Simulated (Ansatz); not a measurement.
# YCo5: pressure series

Consider YCo5 (space group P6/mmm, No. 191; a = 4.8386 Å, c = 3.8953 Å; ferromagnetic).

Cell and atoms are relaxed at each pressure.

Level of theory: DFT with PBEsol, PAW potentials and a 420 eV plane-wave cutoff in Ansatz (a quantum-chemistry and plane-wave program), no spin-orbit coupling.

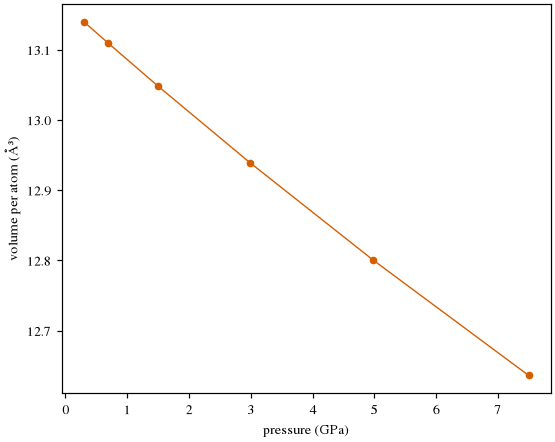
Figure: Volume against pressure

Q: Estimate the zero-pressure bulk modulus from the plot.

A: About 170 GPa; a third-order Birch–Murnaghan fit to the points gives V₀ = 13.16 Å³/atom, B₀ = 168 GPa and B₀′ = 4.5.

Other magnetic orders, which the real material may have, were not ruled out. Load acts through the strain it causes; cell and atoms are relaxed under it. No phonon test of stability was made. No other phases were tried under pressure.
